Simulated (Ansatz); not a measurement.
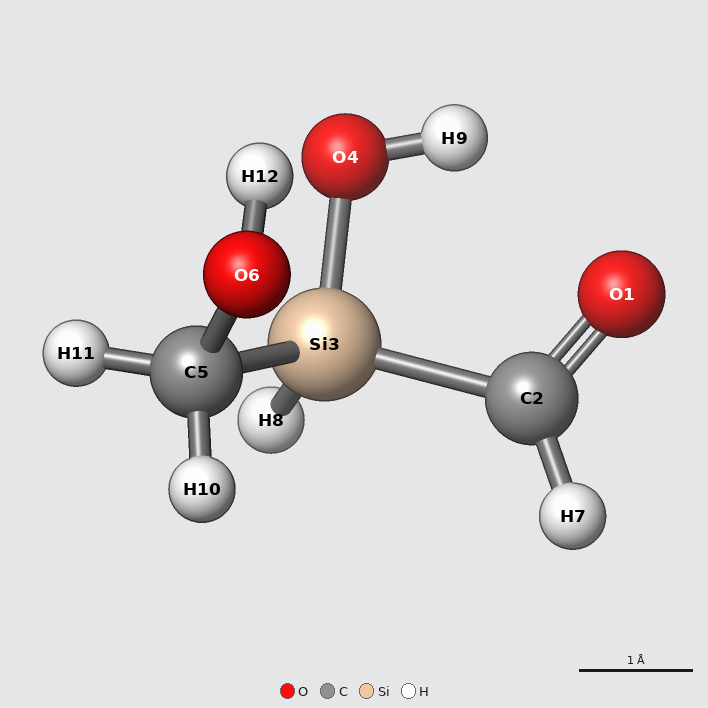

The atoms are numbered. The computed structure is the end point of a PBE-D4/def2-SVP optimisation. No frequency run is at hand to confirm it as a minimum.

List the bonds and their lengths.

```json
{"bond": "O1–C2", "length (Å)": "1.227", "order": "double"}
{"bond": "C2–Si3", "length (Å)": "1.945", "order": "single"}
{"bond": "C2–H7", "length (Å)": "1.133", "order": "single"}
{"bond": "Si3–O4", "length (Å)": "1.685", "order": "single"}
{"bond": "Si3–C5", "length (Å)": "1.901", "order": "single"}
{"bond": "Si3–H8", "length (Å)": "1.507", "order": "single"}
{"bond": "O4–H9", "length (Å)": "0.987", "order": "single"}
{"bond": "C5–O6", "length (Å)": "1.422", "order": "single"}
{"bond": "C5–H10", "length (Å)": "1.112", "order": "single"}
{"bond": "C5–H11", "length (Å)": "1.120", "order": "single"}
{"bond": "O6–H12", "length (Å)": "0.979", "order": "single"}
```
